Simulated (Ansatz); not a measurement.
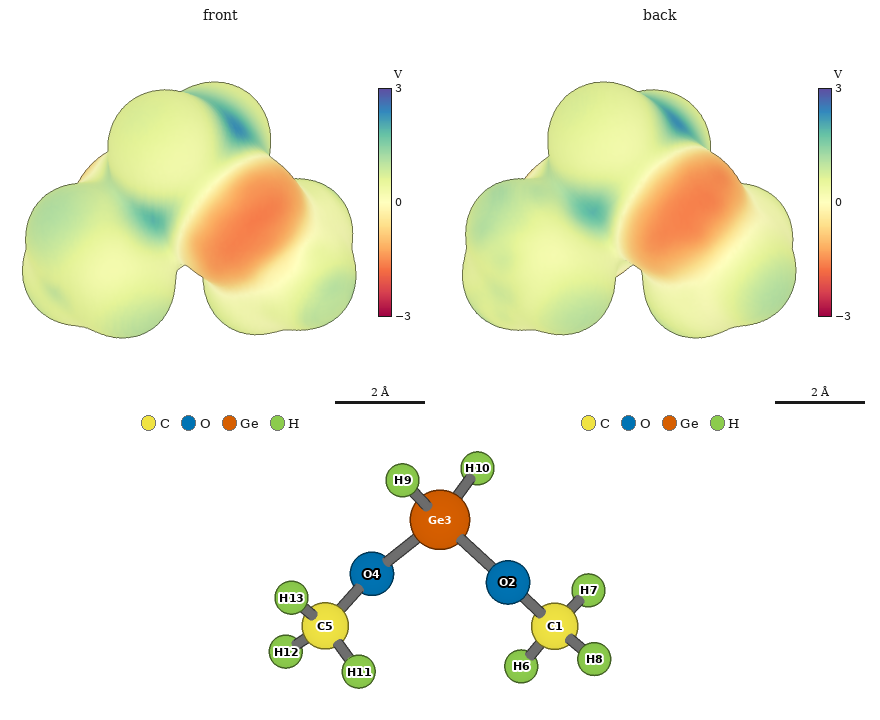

The picture shows: C2H8GeO2 (SMILES C[O][GeH2][O]C). The molecular electrostatic potential painted on the density surface at 0.004 e/bohr³, seen from the front and from behind; the colour scale runs from red (negative) to blue (positive). The bare structure is drawn below in the same view.

Geometry: PBE0-D4/def2-TZVP.

The calculation used RKS PBE0-D4/def2-TZVPP in Ansatz 0.2.0.

```xyz
13

C    -1.5154   -0.4067    1.3794
O    -1.0410    0.7457    0.7209
Ge    0.7085    0.9475    0.5185
O     1.3371   -0.3570   -0.5038
C     0.8894   -0.4443   -1.8375
H    -1.2636   -1.3241    0.8345
H    -1.1156   -0.4930    2.3984
H    -2.6032   -0.3334    1.4464
H     0.8550    2.3060   -0.1789
H     1.4372    0.7652    1.8560
H    -0.1884   -0.6361   -1.8974
H     1.4140   -1.2744   -2.3160
H     1.1067    0.4698   -2.4057
```

Describe the electrostatic potential map.

Answer. The most negative region (about −1.6 V, or −37 kcal/mol for a unit charge) lies over O2 and O4, the most positive (about +2.2 V, or +51 kcal/mol for a unit charge) over Ge3.
